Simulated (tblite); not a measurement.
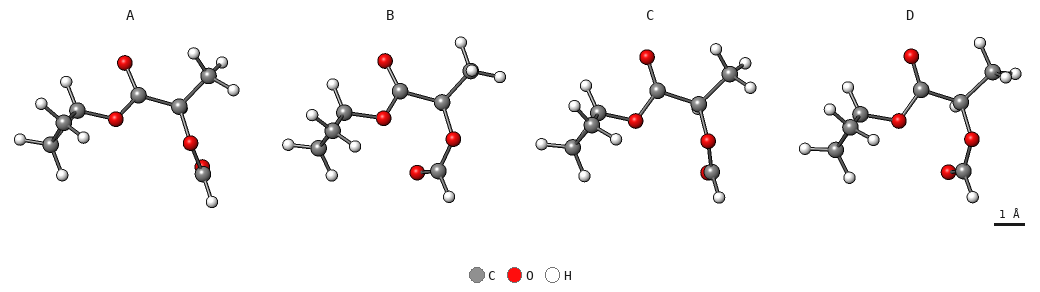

4 geometries from one relaxation of C7H10O4, in shuffled order. The picture is a ball-and-stick view, seen at a tilt.

The calculation used GFN2-xTB geometry optimisation, gas phase (tblite 0.8.0). 

> Put them in the order of the run, from the start to the converged end.

A, C, D, B. They are steps 0, 61, 100, 184, at +1.431 eV, +0.122 eV, +0.040 eV relative to the last. After 184 geometry steps the energy has fallen by 1.431 eV. The atom that moves furthest after the best rigid fit is an O atom (1.66 Å). By element the largest moves are O 1.66 Å, H 1.13 Å, C 0.89 Å. Near-neighbour distances that change, for instance: C–O 1.289 → 1.195 Å, C–O 1.391 → 1.321 Å, C–O 1.262 → 1.202 Å, C–H 1.061 → 1.103 Å. Among the angles between lasting bonds that change: O–C–H 124.8° → 108.5°, O–C–O 114.7° → 127.0°, C–C–O 121.3° → 111.7°. Groups turn about C–C by about 60°, C–O by about 45°. Cost: 1.6 s on 1 thread of Arm Neoverse V1, on a shared host.
